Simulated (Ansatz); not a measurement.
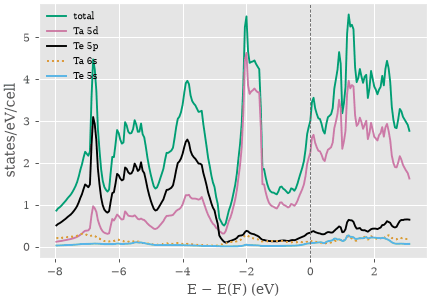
Figure: Total and projected density of states of TaTe in space group Cmcm (No. 63; Te on 4c, Ta on 4c), plane-wave PAW r²SCAN (Ansatz code)

Task: Which orbitals carry the states next to the Fermi level?

Result: Within 0.5 eV of the Fermi level: Ta 5d 74 %, Te 5p 11 %, outside the projected shells 8 %. Projections are on Löwdin-orthogonalised atomic valence shells; empty p or d shells of many metals are not among them.

Task: Where is the tallest occupied peak in this window, and what makes it?

Result: Near -2.0 eV, about 5.5 states/eV per cell; the largest projected share is Ta 5d.

The start of the workflow was typed in or built on a structure type; neither database checked (COD, Materials Project) lists it. Its standing as an ambient phase is unchecked. The r²SCAN relaxation kept the symmetry of its start; its stability against distortions is not shown here. The run is not spin-polarised. Spin–orbit coupling is left out wherever it is not named.

Potentials: the later of the program's two PAW sets.
